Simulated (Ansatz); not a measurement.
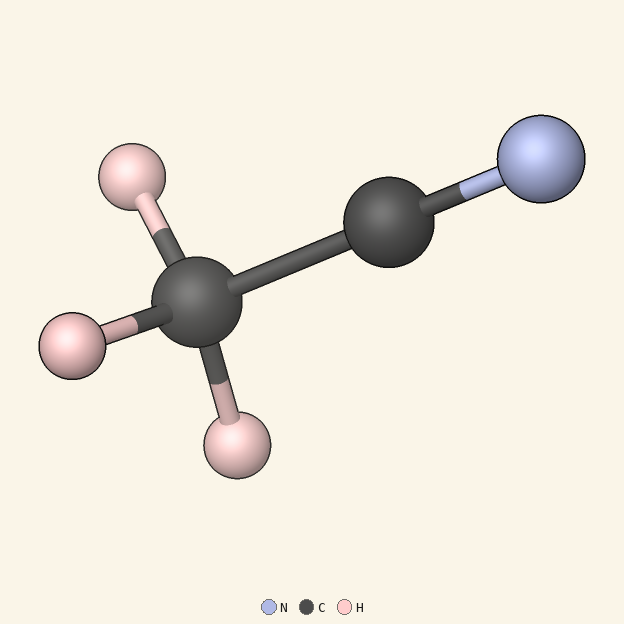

Ball-and-stick drawing of a structure.

Computed geometry: PBE0-D4/def2-TZVP optimisation.

What does the picture show?

Formula C2H3N. This geometry has C3v symmetry. Coordination: 1 C linear; 1 C tetrahedral.

More results for the same structure follow; atom numbers are the same in all pictures, views and colours differ.

Shape

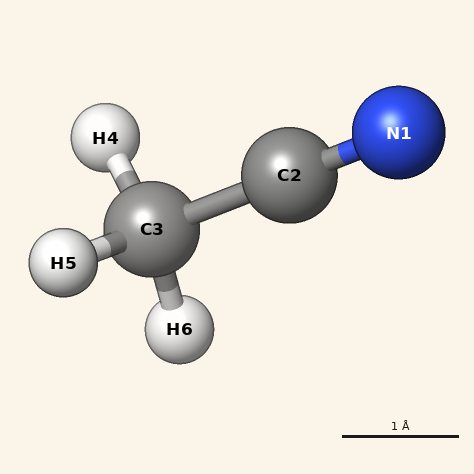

Numbered structure.

Give the bond lengths.

```tsv
bond	length (Å)
N1–C2	1.149
C2–C3	1.449
C3–H4	1.091
C3–H5	1.091
C3–H6	1.091
```

Electronic properties

Level of theory: RKS PBE0-D4/def2-TZVPP (Ansatz 0.2.0).

Estimate the HOMO energy (Kohn–Sham orbital).

Answer. −9.47 eV.

Estimate the LUMO energy (Kohn–Sham orbital).

Answer. 0.86 eV.

Dipole moment

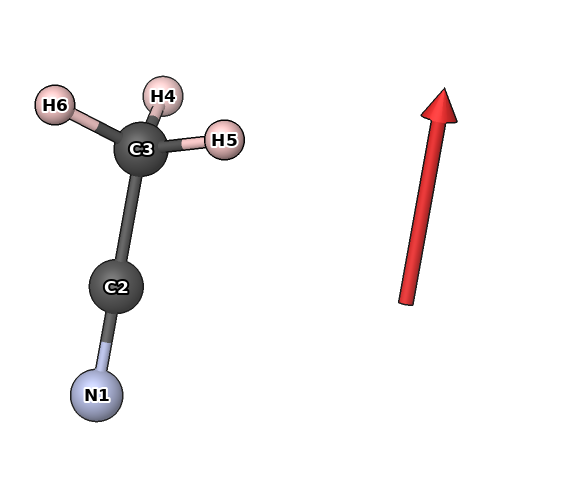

The arrow beside the molecule shows the direction of the dipole moment, from the negative to the positive end (its length means nothing). Properties computed with RKS PBE0-D4/def2-TZVP (Ansatz 0.2.0).

Estimate the dipole moment.

Answer. 4.02 D; it points from the side of N1 to the side of H4, H5, H6 (the outermost atoms at the two ends).

Vibrations

Harmonic vibrations computed with RKS PBE0-D4/def2-TZVP (Ansatz 0.2.0) at a stationary point of the same level.

List the wavenumbers.

Answer. 12 modes: 390, 390, 951, 1053, 1053, 1401, 1464, 1464, 2393, 3070, 3151, 3151 cm⁻¹.
